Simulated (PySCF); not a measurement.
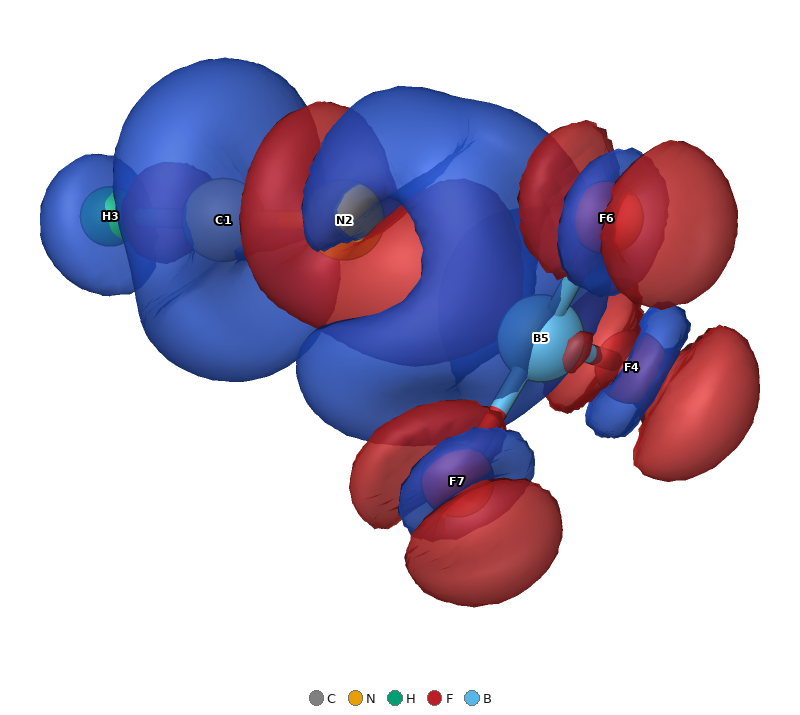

*CHBF$_{3}$N, SMILES `C#N.FB(F)F`. Density of the complex less the densities of the two fragments at the same geometry, ±0.01 e/Å³ (red: gain, blue: loss). Fragment A: HCN (atoms 1–3); fragment B: BF3.*

PySCF calculation, HF/def2-SVPD, gas phase; geometry: GFN2-xTB.

Coordinates in Å:

```
C1      -2.2719    0.0115    0.0674
N2      -1.1856    0.0678    0.3987
H3      -3.2916   -0.0366   -0.2141
F4       0.6467    0.9939   -0.9125
B5       0.6010   -0.0058   -0.0340
F6       1.1768    0.1903    1.1395
F7       0.6451   -1.2374   -0.5394
```

Question: How is the density rearranged on binding?

Answer: Hirshfeld charges show 0.099 e passing from A to B. By Hirshfeld charges, electrons gather most on F4 and F7 alike (−0.036 e) and leave C1 most (+0.104 e); 0.34 e is displaced in all, which induces a dipole of 2.30 D.

Question: What is the interaction energy, and which contacts carry it?

Answer: The counterpoise-corrected interaction energy of the frozen fragments is −9.0 kcal/mol without dispersion correction and −15.3 kcal/mol with D3(BJ). The pair geometry is semi-empirical, not a minimum at this level. Contacts: N2···B5, 1.84 Å, ρ = 0.057 a.u. The pose is a local one from a semi-empirical search, not shown to be the most stable.
